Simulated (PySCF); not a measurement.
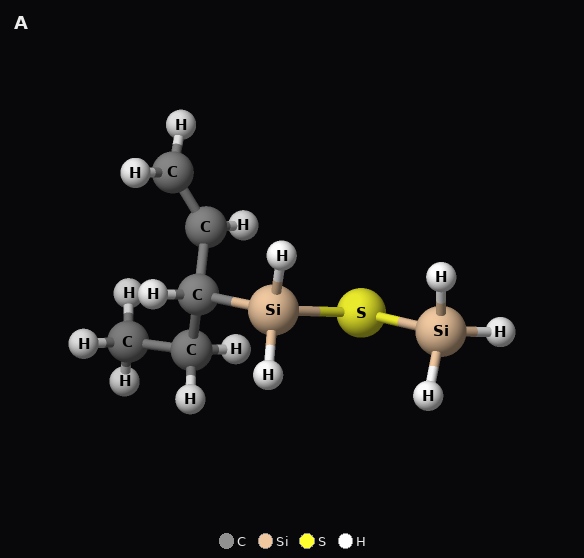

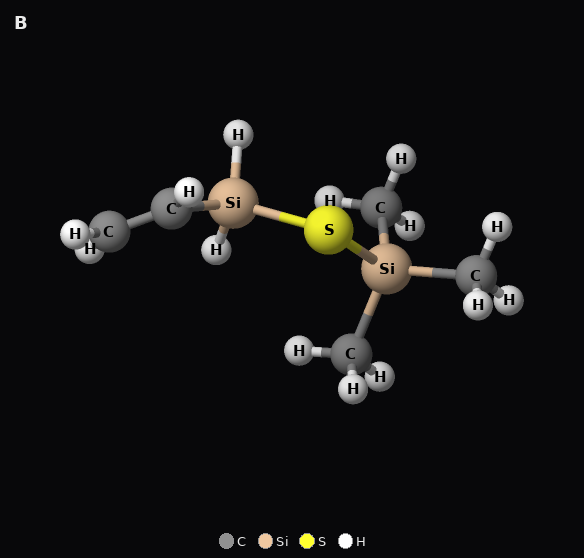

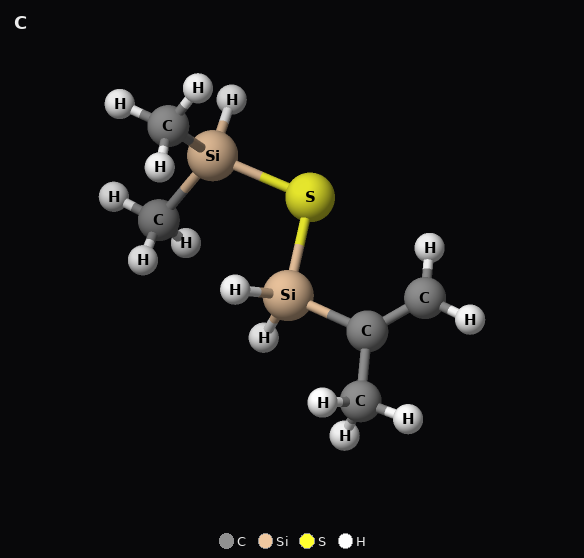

3 stationary structures of one formula. Geometries: GFN2-xTB. Electronic energies: PBE0/pcSseg-1 (PySCF 2.14.0), without zero-point energy. No frequency run is at hand to confirm each as a minimum. Each is one conformer, not always the lowest.

> Are they conformers, stereoisomers or constitutional isomers?

They are constitutional isomers of C5H14SSi2: A `C=C[C@@H](CC)[SiH2]S[SiH3]`, B `C=C[SiH2]S[Si](C)(C)C`, C `C=C(C)[SiH2]S[SiH](C)C`.

> Rank them by energy, lowest first.

B is lowest; C lies 31.1 kJ/mol above it, A lies 124.2 kJ/mol above it.

The geometry is semi-empirical. Around Si such bond lengths and angles can be off by a tenth of an ångström or more and by several degrees, and values that hang on the shape move with them.
